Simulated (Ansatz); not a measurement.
# C2H5Si (SMILES C1C[SiH]1) (doublet): what the fields show

| atom | x (Å) | y (Å) | z (Å) |
| --- | --- | --- | --- |
| C | -0.6786 | 0.3226 | -0.4144 |
| C | 0.7441 | 0.3796 | 0.1962 |
| Si | -0.3830 | -0.8681 | 0.9736 |
| H | -0.7656 | -0.0600 | -1.4270 |
| H | -1.2923 | 1.2023 | -0.2489 |
| H | 0.9862 | 1.2937 | 0.7289 |
| H | 1.5626 | 0.0334 | -0.4278 |
| H | -0.1734 | -2.3035 | 0.6193 |

Geometry: PBE0-D4/def2-TZVP.

These are results of UKS PBE0-D4/def2-TZVPP (Ansatz 0.2.0), not measurements.

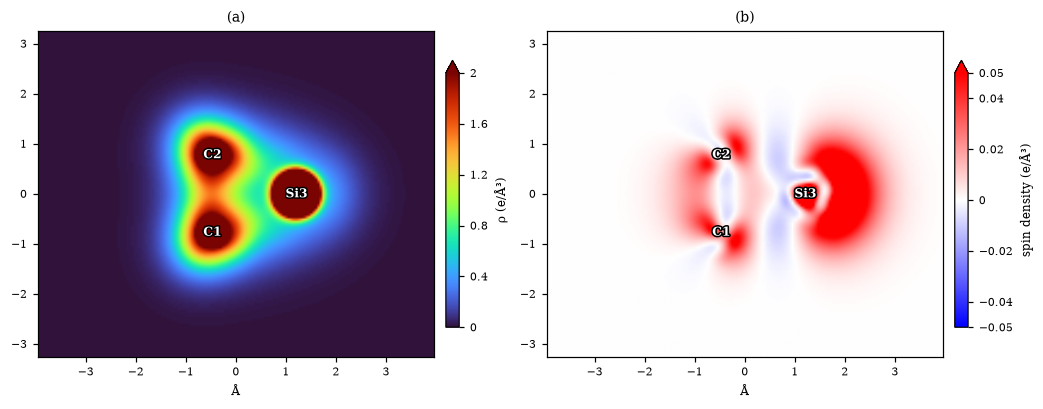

Figure 1. (a) total electron density; (b) spin density (α minus β) on the plane of atoms C1, C2 and Si3.

Q: Read the bonding off the picture.

A:
- Atoms in the plane: C and Si.
- C–C (1.55 Å): ρ is about 1.5 e/Å³ halfway.
- C–Si (1.85 Å): the density is about 0.88 e/Å³ at the midpoint.
- The unpaired spin (1 electron) lies mostly on Si3 (about 0.8) and H8 (about 0.1), in electrons by Hirshfeld's partition.

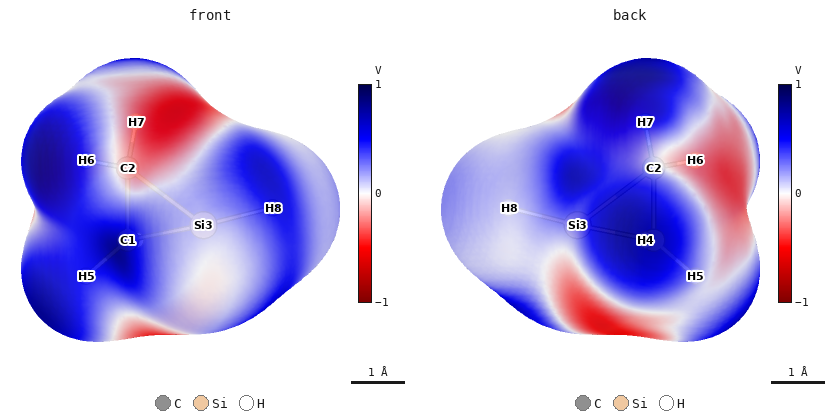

Figure 2. The electrostatic potential painted on the density surface at 0.002 e/bohr³, seen from the front and from behind; the colour scale runs from red (negative) to blue (positive).

Q: Describe the electrostatic potential map.

A: The most negative region (about −0.5 V, or −12 kcal/mol for a unit charge) lies over C1 and C2, the most positive (about +0.8 V, or +18 kcal/mol for a unit charge) over the H and Si atoms.

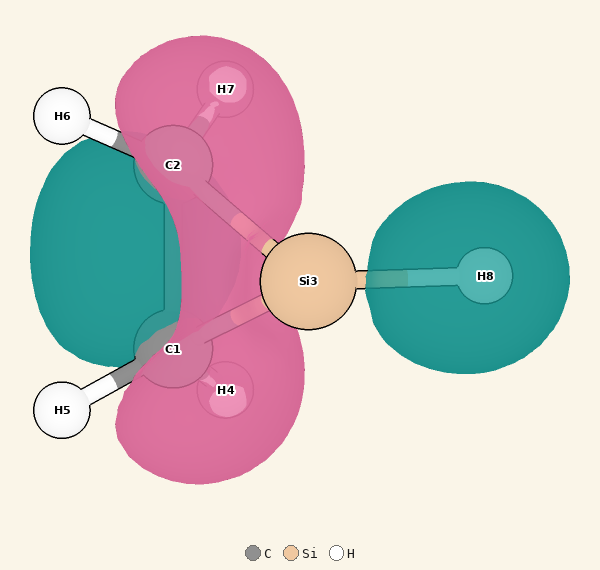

Figure 3. The HOMO−1 (β) at ±0.15 Å⁻³ᐟ² (teal and pink are the two phases), seen at a tilt.

Q: Where does this orbital lie, and at what energy?

A: By Hirshfeld shares it lies mainly on C1 (about 30 %), C2 (about 30 %), Si3 (about 20 %) and H8 (about 15 %). Its energy is −8.54 eV.
